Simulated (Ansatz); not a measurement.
```yaml
crystal:
  periodic: [false, false, false]
  atoms:
    - {symbol: B, position_ang: [0.056797, -0.499495, -0.030233]}
    - {symbol: Cl, position_ang: [0.927913, 0.829721, 0.600103]}
    - {symbol: H, position_ang: [-0.994920, -0.487868, -0.594121]}
basis:
  gaussian: {orbitals: def2-TZVPP}
magnetization: {spin_polarized: true, initial_magnetization: 1}
hamiltonian: {xc: pbe, dispersion: d4}
```

Geometry: moved along internal coordinates away from the minimum.

Describe the molecule in this file.

The molecule is BClH. Its SMILES string is `[BH]Cl`. Among its groups: B–H bond. It is an open-shell species. Coordination: 1 B bent.

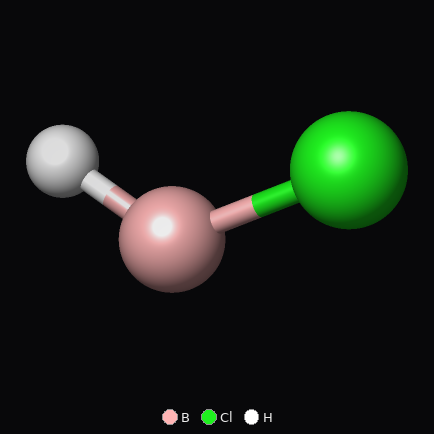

Figure made from data computed with Ansatz.
